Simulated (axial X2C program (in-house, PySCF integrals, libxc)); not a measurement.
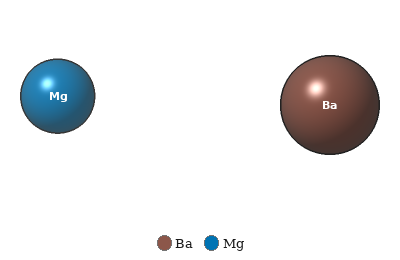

**Figure 1.** The molecule at the reference distance of 4.256 Å.

# Run report: BaMg, relativistic diatomic calculation

BaMg, single determinant with Ω = 1 (not the lowest found). Computed at this level: PBE0, two-component X2C with atomic mean-field Coulomb and Gaunt terms, Ba dyall-cv3z, Mg dyall-cv3z (cores contracted) (axial X2C program (in-house, PySCF integrals, libxc)).

**Input**
```
{"zs": [56, 12], "q": 0, "bas": ["dyall-cv3z", "dyall-cv3z"], "levels": ["PBE0", "HF", "PBE50"], "cc": true, "r0": 3.35, "thr": -2.0, "nmax": 90, "npts": 10, "nst": 2, "ntry": 6}
```

The line is the task of a batch: nuclear charges, charge, bases, the levels to run, a first guess of the distance and further settings. This report covers PBE0 with spin-orbit coupling. The log is that of the reference distance 4.256 Å, started from orbitals converged before.

The run was one of a batch that the task file lists, launched with:
```bash
python <driver script> task.json out
```

**The program's output**
```
two-component X2C + atomic mean field  PBE0
basis functions 229  fitting functions 1029  grid points 5087
iter        total energy     max residual
   1      -8331.368414433     2.14e-06
   2      -8331.368414433     1.55e-06
converged
one-electron -11540.69537164  Coulomb 3347.09300275  exact exchange -53.21800795  xc functional -162.82000044  nuclear repulsion 83.55429646  atomic mean-field constant -5.28233361
```

**The points of the curve**

| R (Å) | E (hartree) | dipole (D; origin at the first atom, positive when the second is positive) | highest filled (eV) | lowest empty (eV) |
| --- | --- | --- | --- | --- |
| 3.703 | −8331.371432 | −3.81 | −2.72 | −1.69 |
| 3.873 | −8331.371151 | −3.91 | −2.70 | −1.71 |
| 4.001 | −8331.370455 | −3.94 | −2.69 | −1.71 |
| 4.128 | −8331.369503 | −3.94 | −2.68 | −1.72 |
| 4.256 | −8331.368414 | −3.92 | −2.67 | −1.72 |
| 4.405 | −8331.367067 | −3.86 | −2.66 | −1.71 |
| 4.554 | −8331.365711 | −3.78 | −2.65 | −1.70 |
| 4.745 | −8331.364044 | −3.64 | −2.63 | −1.68 |
| 4.979 | −8331.362195 | −3.43 | −2.61 | −1.66 |

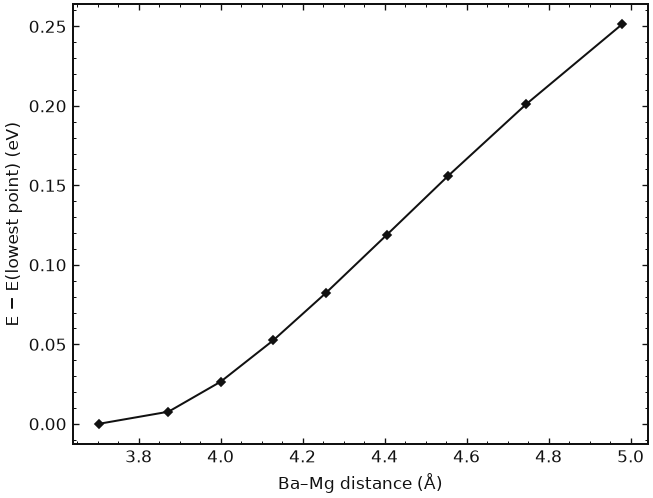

**Figure 2.** Energy at 9 bond lengths, for one set of occupations held fixed; the line joins the points. The lowest point is at 3.70 Å, the end of the range, so no minimum is bracketed. The whole curve lies above Ba + Mg, so the molecule isn't bound against them at this level.

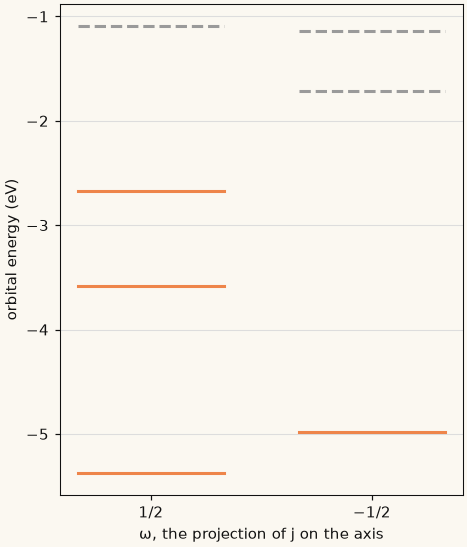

**Figure 3.** Orbital energies near the frontier at 4.26 Å, filled (solid) and empty (dashed). The highest filled spinor (1/2; 70 % Ba d, 23 % Mg p) lies at −2.67 eV, the lowest empty one (−1/2; 76 % Ba s, 15 % Mg p) at −1.72 eV.

**Key numbers**

- outcome: converged
- hardware: 1 thread of Intel Xeon (Sapphire Rapids), 176 GiB of memory available, shared host
- wall time: 13 s

**Notes**

To bear in mind: 9 of the 10 points asked for were kept.
